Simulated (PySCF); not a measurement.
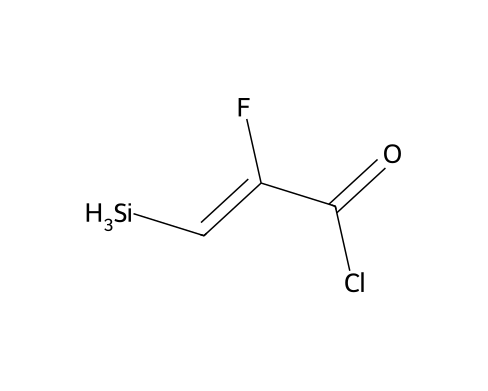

The drawing above gives the connectivity. Computed geometry: GFN2-xTB optimisation. No frequency run is at hand to confirm it as a minimum.

What does the molecule look like in three dimensions?

The molecule is C₃H₄ClFOSi. SMILES: `O=C(Cl)/C(F)=C/[SiH3]`. It has no ring. Among its groups: alkene, C–F bond, C–Cl bond, Si–H bond. The point group is C1. Coordination: 3 C trigonal planar; 1 Si tetrahedral.

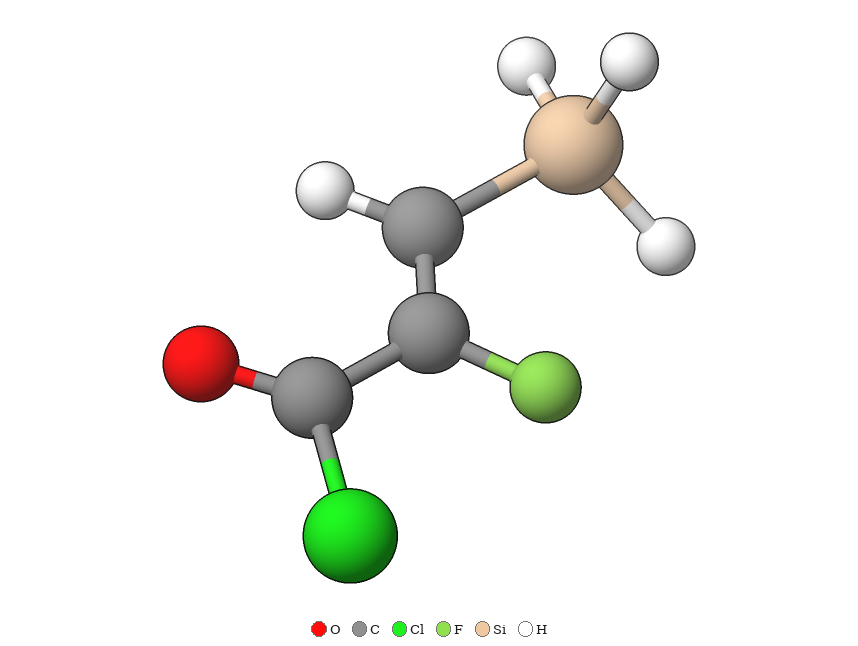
